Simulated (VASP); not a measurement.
```yaml
crystal:
  lattice:
    - [-1.19685, 1.19685, 1.19685]
    - [1.19685, -1.19685, 1.19685]
    - [1.19685, 1.19685, -1.19685]
  atoms:
    - { symbol: N, position: [0.00000, 0.00000, 0.00000] }
```

The numbers are results of PBEsol GGA, VASP's PBE PAW potentials (set 64) (plane waves; VASP), not measurements. Numerical set-up: 520 eV cut-off, 24×24×24 Γ-centred mesh, tetrahedra with Blöchl corrections, potentials N.

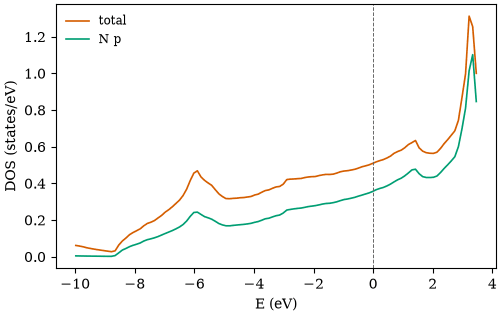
*Total and projected density of states, zero at the Fermi level*

Within 2 eV below the Fermi level the largest weight inside VASP's projection spheres is N p.

It has no gap at this level: it comes out as a metal or semimetal.

The structure was generated: N was put into the bcc type (Im-3m), which need not be its known phase. It was relaxed first, which changed the volume by -10 %.
